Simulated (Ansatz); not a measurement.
Cl2FGeH···H2O

The calculation's input:

```
crystal:
  periodic: [false, false, false]
  atoms:
    - { symbol: Ge, position_ang: [0.0, 0.0, 0.0] }
    - { symbol: F, position_ang: [0.0, 0.0, 2.03] }
    - { symbol: H, position_ang: [1.4616, 0.0, -0.5162] }
    - { symbol: Cl, position_ang: [-1.0456, 1.8115, -0.7393] }
    - { symbol: Cl, position_ang: [-1.0456, -1.8115, -0.7393] }
    - { symbol: O, position_ang: [-1.9644, 0.0, 0.6527] }
    - { symbol: H, position_ang: [-2.5095, -0.6297, 0.0813] }
    - { symbol: H, position_ang: [-1.1899, 0.0, 1.7453] }
basis:
  gaussian: { orbitals: def2-mTZVP }
hamiltonian:
  xc: pbe0
  dispersion: d4
relax:
  f_tol: 0.15
  max_steps: 25
  restrain:
    - { distance: [0, 5], at: 2.97, k: 30.0 }
    - { distance: [7, 1], at: 2.12, k: 30.0 }
    - { distance: [0, 1], at: 1.68, k: 30.0 }
    - { distance: [7, 5], at: 1.01, k: 30.0 }
output:
  orbitals: {}
```

Command:

```sh
ansatz run input.yaml --threads 4 --pin off --max-ram 5120MiB --backend cpu --events-out ev --progress --plain --runs-dir out
```

The fields are those of the run's last geometry, not of the input's.

Not at a stationary point (largest force 1.0 eV/Å).

Level of theory: RKS PBE0-D4/def2-mTZVP in Ansatz 0.2.0.

Question: What can the converged electron density and electron localisation function tell about the bonding?

Answer: Ge1···O6 (2.97 Å): the density falls to about 0.09 e/Å³ on the way; the ELF dips to about 0.05 between them.
Ge–F (1.71 Å): ρ at the midpoint is about 1 e/Å³; the ELF peaks at about 0.80 in the valence shell of F, 0.6 Å from its nucleus, and is about 0.25 at the midpoint.
O–H (0.98 Å): the density is about 3.5 e/Å³ at the midpoint; the ELF climbs to about 1 towards the hydrogen, as it does in any bond to H; a covalent bond by its length.
Ge–H (1.53 Å): ρ is about 1.1 e/Å³ halfway; the ELF climbs to about 1 towards the hydrogen.

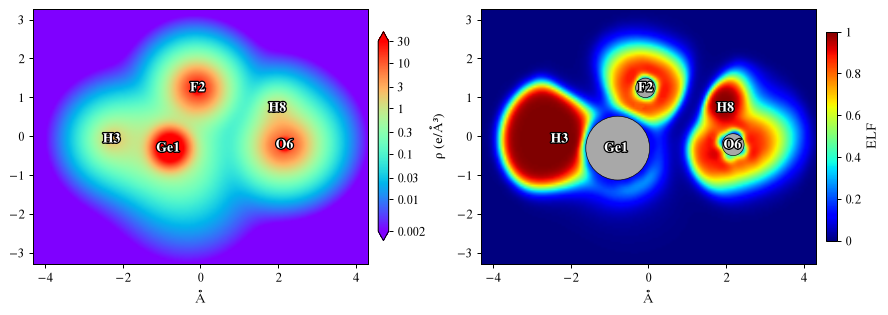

Computed electron density and electron localisation function on the plane of atoms F2, Ge1 and H3, in this order. Grey discs cover the atomic cores in the ELF map. 
